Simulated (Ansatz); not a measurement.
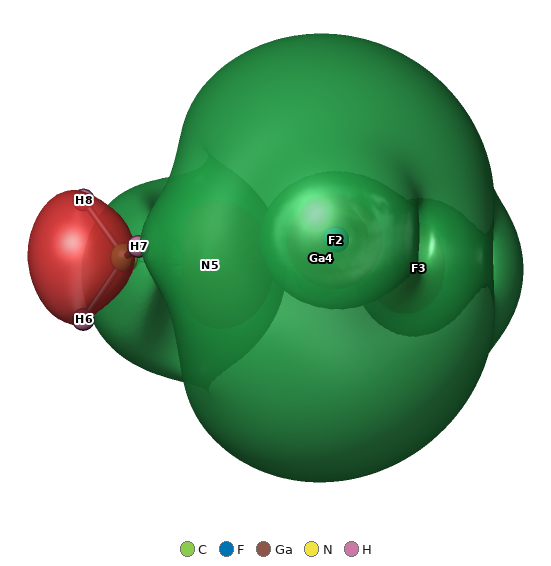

CH4F2GaN (SMILES C[NH][Ga]([F])[F]). One frontier orbital at ±0.04 Å⁻³ᐟ² (green and red are the two phases), seen from one side.

Geometry: PBE0-D4/def2-SVP.

All numbers below come from Ansatz, isolated molecule in a Gaussian basis; Kohn-Sham density functional theory, functional PBE0.

Input file:

```
basis:
  gaussian:
    orbitals: def2-TZVPD
crystal:
  periodic: [false, false, false]
  atoms:
    - {symbol: C, position_ang: [1.122693, -1.195182, -0.640530]}
    - {symbol: F, position_ang: [-1.717808, 0.141911, 1.010374]}
    - {symbol: F, position_ang: [-1.537179, 2.350268, -0.954636]}
    - {symbol: Ga, position_ang: [-0.894816, 0.847267, -0.354400]}
    - {symbol: "N", position_ang: [0.530153, 0.047937, -1.077964]}
    - {symbol: H, position_ang: [2.172619, -1.070053, -0.320501]}
    - {symbol: H, position_ang: [0.568030, -1.595169, 0.220879]}
    - {symbol: H, position_ang: [1.102226, -1.970084, -1.427659]}
    - {symbol: H, position_ang: [0.984484, 0.484937, -1.870756]}
hamiltonian:
  xc: {name: PBE0}
output: {forces: true, orbitals: {seedname: orbitals}}
```

Run with:

```sh
ansatz run input.yaml --threads 2 --pin off --max-ram 5220MiB --events-out events.jsonl --progress --plain --runs-dir runs
```

Which orbital is it: HOMO or LUMO?

Answer. The LUMO, at −1.34 eV. By Hirshfeld shares it lies mainly on Ga4 (about 60 %), F3 (about 10 %), N5 (about 10 %) and F2 (about 10 %).
